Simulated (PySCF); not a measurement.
Ga(H)(Me)2, SMILES [CH3][GaH][CH3] at its PBE0/def2-SVP optimised geometry (Å):

```
10

Ga     0.2258    -0.0007     0.0000
H      1.8079    -0.0007     0.0000
C     -0.7134    -1.7341     0.0009
H     -0.4450    -2.3078    -0.9020
H     -1.8079    -1.6323     0.0353
H     -0.3900    -2.3413     0.8625
C     -0.7127     1.7329     0.0000
H     -0.3878     2.3413    -0.8602
H     -0.4452     2.3046     0.9044
H     -1.8073     1.6319    -0.0359
```

Calculation: PBE0/def2-TZVP (PySCF). Cells within 0.4 Å of a nucleus heavier than hydrogen are left out (blank, or x).

Map of the HOMO−1 amplitude (bohr^(-3/2)), clipped to [-0.25, 0.25] on the plane z = 0.0 Å; orbital energy -7.82 eV, overall sign arbitrary:

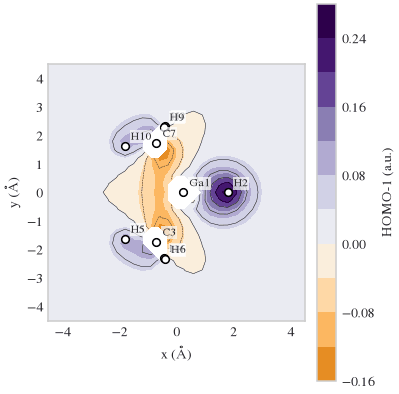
Fig. 1. HOMO−1 amplitude (bohr^(-3/2)), clipped to [-0.25, 0.25] on the plane z = 0.0 Å.
